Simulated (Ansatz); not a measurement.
EuNbC2 (space group P-6m2, No. 187): coordinates from a relaxation with DFT PBE, scalar-relativistic, plane waves, PAW in Ansatz 0.2.0; the starting structure was generated, so it need not be a known form of this composition.

Space group P-6m2 (No. 187). a = 3.545 Å, b = 3.545 Å, c = 5.300 Å, α = 90.00°, β = 90.00°, γ = 120.00°
```
atom  site  symmetry       x       y       z
  Eu    1b      -6m2  0.0000  0.0000  0.5000
  Nb    1e      -6m2  0.6667  0.3333  0.0000
   C    2h       3m.  0.3333  0.6667  0.8431
```

Describe the stacking along c, with columns A (0, 0), B (1/3, 2/3), C (2/3, 1/3) of the hexagonal mesh.

Nb(C) – C(B) – Eu(A) – C(B) (four layers in 5.30 Å).

C layers alone: BB, a sequence in which some neighbouring layers lie directly above each other.

Eu: one trigonal-prismatic site; Nb: one trigonal-prismatic site (per hexagonal cell).

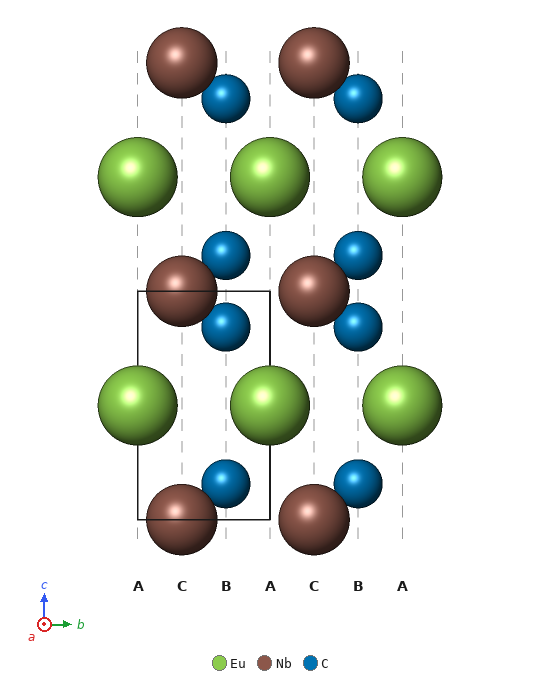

Projection along an edge of the hexagonal mesh, stacking direction c upwards. The dashed lines mark the three columns A (0, 0), B (1/3, 2/3) and C (2/3, 1/3). The sequence starts with the first layer at or above the cell's origin.
